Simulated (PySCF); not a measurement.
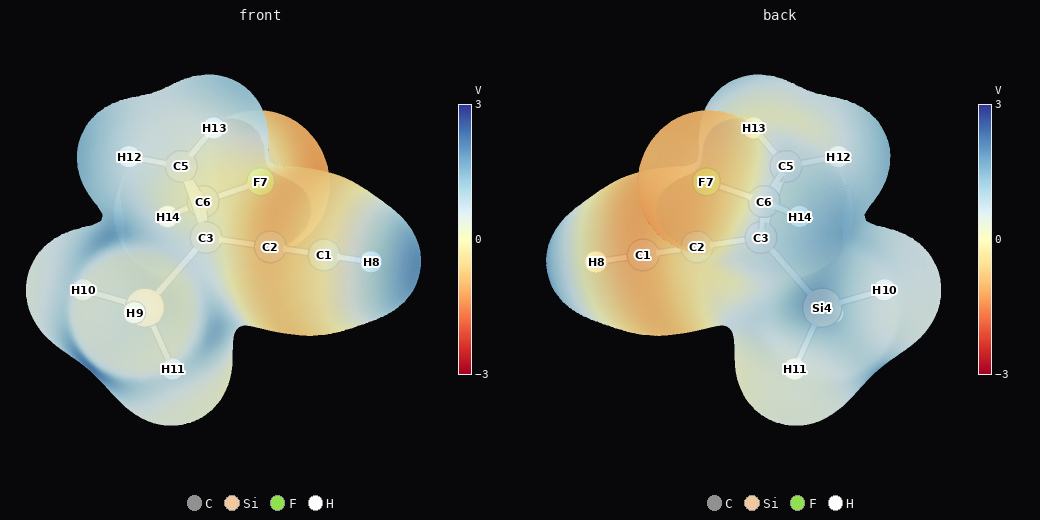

*C5H7FSi. The electrostatic potential painted on the density surface at 0.004 e/bohr³, seen from the front and from behind; red is negative and blue positive.*

Geometry: GFN2-xTB.

All numbers below come from PBE0/pcSseg-1, SCF density, gas phase, non-relativistic (PySCF 2.14.0).

| atom | x (Å) | y (Å) | z (Å) |
| --- | --- | --- | --- |
| C | 2.6383 | -0.1321 | -0.3870 |
| C | 1.4527 | -0.0791 | -0.2219 |
| C | 0.0402 | -0.0096 | -0.0254 |
| Si | -0.7026 | 1.7295 | -0.1690 |
| C | -0.7658 | -1.2125 | -0.4839 |
| C | -0.5647 | -0.9677 | 0.9682 |
| F | 0.2502 | -1.8118 | 1.6607 |
| H | 3.6758 | -0.1826 | -0.5294 |
| H | -0.4534 | 2.2165 | -1.5248 |
| H | -2.1422 | 1.6052 | 0.0772 |
| H | -0.0764 | 2.5872 | 0.8347 |
| H | -1.7488 | -1.0558 | -0.9018 |
| H | -0.2179 | -2.0341 | -0.9217 |
| H | -1.3860 | -0.6537 | 1.6020 |

**Describe the electrostatic potential map.**

The most negative region (about −1.3 V) lies over F7, the most positive (about +2.0 V) over Si4 and H8.
